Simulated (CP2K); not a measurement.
# GFN2-xTB run of C2H5FS (SMILES CSCF)

Aim: the vertical ionisation energy of C2H5FS at GFN2-xTB, from 2 runs. 

The calculation is run with CP2K 2026.2.

**1. The molecule**

The species is C2H5FS (9 atoms), meant as a singlet with charge 0. As SMILES, `CSCF`. The coordinates come from a GFN2-xTB relaxation. This is one conformer, not always the lowest.

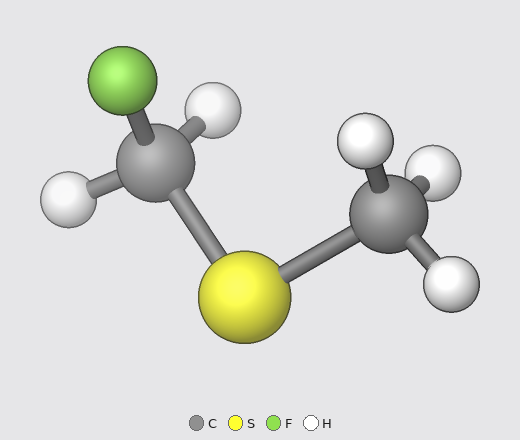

The structure, seen from a chosen angle (carbon grey, sulfur yellow, fluorine green, hydrogen white).

**2. The energy at GFN2-xTB**

mol.inp reads:

```
&GLOBAL
  PROJECT_NAME mol
  RUN_TYPE ENERGY
  PRINT_LEVEL MEDIUM
&END GLOBAL
&FORCE_EVAL
  METHOD QS
  &DFT
    CHARGE 0
    MULTIPLICITY 1
    &QS
      METHOD XTB
      EPS_DEFAULT 1.0E-10
      &XTB
        GFN_TYPE TBLITE
        &TBLITE
          METHOD GFN2
        &END TBLITE
        CHECK_ATOMIC_CHARGES F
      &END XTB
    &END QS
    ! cluster boundary conditions
    &POISSON
      PERIODIC NONE
      POISSON_SOLVER ANALYTIC
    &END POISSON
    ! self-consistent field
    &SCF
      SCF_GUESS ATOMIC
      EPS_SCF 1.0E-07
      MAX_SCF 150
      ADDED_MOS 8
      &DIAGONALIZATION
        ALGORITHM STANDARD
      &END DIAGONALIZATION
      &MIXING
        METHOD DIRECT_P_MIXING
        ALPHA 0.4
      &END MIXING
    &END SCF
    &PRINT
      &MOMENTS
        PERIODIC F
        REFERENCE COM
        MAX_MOMENT 1
      &END MOMENTS
      &MO ON
        ENERGIES T
        OCCUPATION_NUMBERS T
        NDIGITS 6
        &EACH
          QS_SCF 0
        &END EACH
        ADD_LAST NUMERIC
      &END MO
      &HIRSHFELD OFF
      &END HIRSHFELD
    &END PRINT
  &END DFT
  ! structure
  &SUBSYS
    &CELL
      ABC [angstrom] 13.1 13.7 13
      PERIODIC NONE
    &END CELL
    &COORD
      C     -0.630630     1.050980     0.638120
      S      0.047010     0.683560    -1.006620
      C      0.578230    -1.019960    -0.704800
      F      1.623430    -1.079860     0.168170
      H     -1.472340     0.393490     0.838490
      H      0.151090     0.923070     1.381330
      H     -0.960080     2.084440     0.617040
      H      0.907570    -1.437660    -1.658390
      H     -0.244280    -1.598060    -0.273340
    &END COORD
    &TOPOLOGY
      &CENTER_COORDINATES
      &END CENTER_COORDINATES
    &END TOPOLOGY
  &END SUBSYS
&END FORCE_EVAL
```

Run with:

```bash
$ OMP_NUM_THREADS=1 cp2k.psmp -i mol.inp > mol.out 2>&1
```

The log of the run:

```text
CP2K| version string:                                       CP2K version 2026.2
[...]
 GLOBAL| Method name                                                        CP2K
[...]
 GLOBAL| Run type                                                         ENERGY
[...]
                             - Atoms:                                          9
[...]
                             - Spherical basis functions:                     26
[...]
 Number of electrons:                                                         26
[...]
  *** SCF run converged in    14 steps ***
[...]
  Fermi energy:                                                -0.25010509310430
[...]
 TB_DIPOLE| Moment [Debye]         -1.70311713      -0.24229762       0.19916139
 TB_DIPOLE| Derivative [a.u.]       0.00000000       0.00000000       0.00000000
[...]
 ENERGY| Total FORCE_EVAL ( QS ) energy [hartree]            -14.792645613479644
[...]
```

Run time: 0.44 s. Hardware: 1 thread of Arm Neoverse N1, shared host; peak memory 0.14 GiB.

**3. The doublet cation at the same level**

job.inp reads:

```
&FORCE_EVAL
    METHOD Quickstep
    &DFT
        CHARGE 1
        MULTIPLICITY 2
        SPIN_POLARIZED T
        &QS
            METHOD XTB
            EPS_DEFAULT 1.0E-10
            &XTB
                GFN_TYPE TBLITE
                &TBLITE
                    METHOD GFN2
                &END
                CHECK_ATOMIC_CHARGES F
            &END
        &END
        # cluster boundary conditions
        &POISSON
            PERIODIC NONE
            POISSON_SOLVER ANALYTIC
        &END
        # SCF settings
        &SCF
            SCF_GUESS ATOMIC
            EPS_SCF 1.0E-07
            MAX_SCF 150
            ADDED_MOS 8
            &DIAGONALIZATION
                ALGORITHM STANDARD
            &END
            &MIXING
                METHOD DIRECT_P_MIXING
                ALPHA 0.4
            &END
            &SMEAR ON
                METHOD FERMI_DIRAC
                ELECTRONIC_TEMPERATURE [K] 300
            &END
        &END
        # extra output
        &PRINT
            &MOMENTS
                PERIODIC F
                REFERENCE COM
                MAX_MOMENT 1
            &END
            &MO ON
                ENERGIES T
                OCCUPATION_NUMBERS T
                NDIGITS 6
                &EACH
                    QS_SCF 0
                &END
                ADD_LAST NUMERIC
            &END
            &HIRSHFELD OFF
            &END
        &END
    &END
    # atoms, cell and kinds
    &SUBSYS
        # vacuum box
        &CELL
            ABC [angstrom] 13.1 13.7 13
            PERIODIC NONE
        &END
        &COORD
            C     -0.630630     1.050980     0.638120
            S      0.047010     0.683560    -1.006620
            C      0.578230    -1.019960    -0.704800
            F      1.623430    -1.079860     0.168170
            H     -1.472340     0.393490     0.838490
            H      0.151090     0.923070     1.381330
            H     -0.960080     2.084440     0.617040
            H      0.907570    -1.437660    -1.658390
            H     -0.244280    -1.598060    -0.273340
        &END
        &TOPOLOGY
            &CENTER_COORDINATES
            &END
        &END
    &END
&END
&GLOBAL
    PROJECT job
    RUN_TYPE ENERGY
    PRINT_LEVEL MEDIUM
&END
```

Run with:

```bash
$ OMP_NUM_THREADS=1 cp2k.psmp job.inp > job.out
```

The log of the run:

```text
CP2K| version string:                                       CP2K version 2026.2
[...]
 GLOBAL| Method name                                                        CP2K
[...]
 GLOBAL| Run type                                                         ENERGY
[...]
                             - Atoms:                                          9
[...]
                             - Spherical basis functions:                     26
[...]
 Number of electrons:                                                         13
[...]
  *** SCF run converged in    18 steps ***
[...]
  Fermi energy:                                                -0.63433508263406
[...]
 TB_DIPOLE| Moment [Debye]         -3.62108754       1.73423416      -0.70626029
 TB_DIPOLE| Derivative [a.u.]       0.00000000       0.00000000       0.00000000
[...]
 ENERGY| Total FORCE_EVAL ( QS ) energy [hartree]            -14.289687735137155
[...]
```

Wall time 0.51 s (1 thread of Arm Neoverse N1, shared host); peak memory 0.14 GiB.

**4. What came out**

Level: GFN2-xTB.

| quantity | value |
| --- | --- |
| singlet C2H5FS: total energy | -14.79265 Eh |
| singlet C2H5FS: dipole moment (from atomic charges alone) | 1.73 D |
| singlet C2H5FS: HOMO energy | -10.29 eV |
| singlet C2H5FS: LUMO energy | -5.91 eV |
| singlet C2H5FS: HOMO–LUMO gap | 4.38 eV |
| doublet cation: total energy | -14.28969 Eh |
| doublet cation: HOMO energy (highest over α and β) | -17.58 eV |
| doublet cation: LUMO energy (lowest over α and β) | -16.94 eV |
| vertical ionisation energy (to the doublet cation) | 13.686 eV |

What this shows: Removing an electron at fixed nuclei costs 13.69 eV (1321 kJ/mol). No empirical shift is applied, and without it xTB methods put this difference several eV too high. The dipole (singlet C2H5FS) comes from point charges on the atoms alone, without atomic dipoles, so it is partial.
